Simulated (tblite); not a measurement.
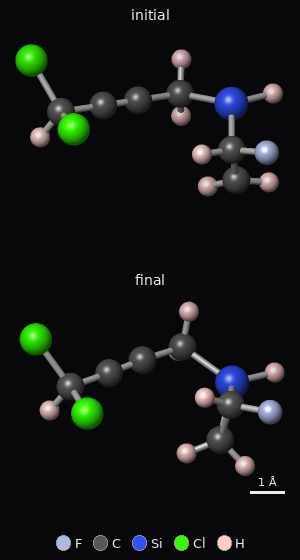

The structure of C6H7Cl2FSi before (top) and after (bottom) a relaxation, at one scale.

Style: ball-and-stick. Shown from a free direction.

All numbers below come from tblite, GFN2-xTB geometry optimisation, gas phase. 

### What changed between the two?

The atom that moves furthest after the best rigid fit is an H atom (1.07 Å). By element the largest moves are H 1.07 Å, Cl 0.76 Å, Si 0.71 Å, C 0.54 Å, F 0.24 Å. Some distances before and after: C–Si 2.289 → 1.885 Å, C–Si 1.772 → 1.896 Å, C–C 1.487 → 1.536 Å, H–Si 1.490 → 1.451 Å. New bonds form: C–Si (2.29 → 1.89 Å). Among the angles between lasting bonds that change: C–C–Si 88.8° → 65.7°, Si–C–H 115.4° → 124.6°, C–Si–H 110.6° → 115.7°. Over 150 geometry steps the energy falls by 1.575 eV. The run took 2.9 s on 1 thread of Arm Neoverse N1 (shared host).
